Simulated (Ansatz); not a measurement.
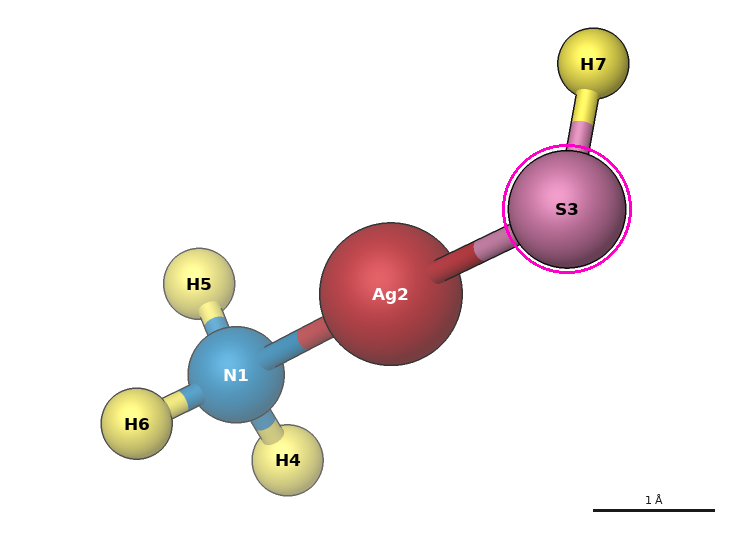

Figure made from data computed with Ansatz.

Orthographic view. Atoms fade into the background with distance from the viewer. Charge 0, singlet. Geometry: moved along internal coordinates away from the minimum.

Q: Name the neighbours of the circled atom.

A: The circled atom is S3; it is bonded to Ag2, H7.

Q: Of N1 and Ag2, which is nearer the viewer?

A: Ag2; the bond to N1 points away from the viewer, so it looks shorter than its 2.01 Å.

Q: Which atom is nearest the viewer?

A: S3, 2.1 Å in front of the mean position.

Q: What is the shortest path along bonds from the circled atom to H5?

A: S3–Ag2–N1–H5, 3 bonds; through space the two are 4.78 Å apart.
